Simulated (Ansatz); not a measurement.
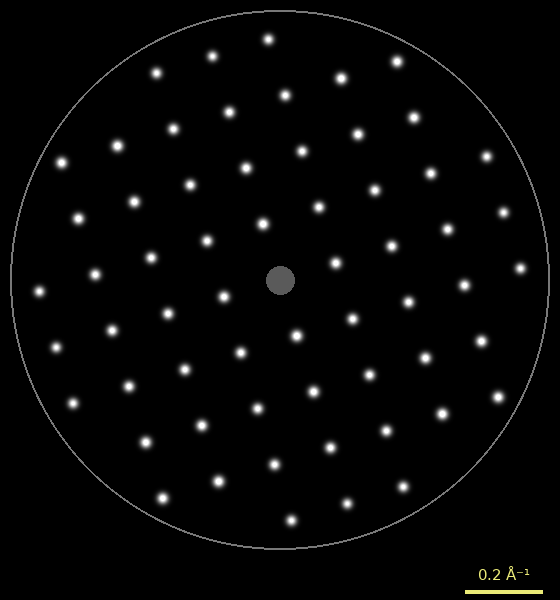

Simulated LEED pattern at 110 eV and normal incidence, from the upper face of a slab model. Spot positions follow from the surface net; brightness is a rough single-scattering estimate from the outer layers, good only for telling present from absent.

Question: Find the real-space surface cell from the pattern.

Answer: The spots form a square reciprocal net with shortest vectors 0.152 and 0.152 Å⁻¹ at 90.0°. The primitive real-space mesh has edges 6.59 and 6.59 Å at 90.0° (or its supplement) and area 43.4 Å².

The slab has composition HfH4 (5 atoms a cell, 2.1 Å thick). Structure: coordinates from a relaxation with DFT PBE, scalar-relativistic, plane waves, PAW (Ansatz 0.2.0); the starting structure was generated, so it need not be a known form of this composition.
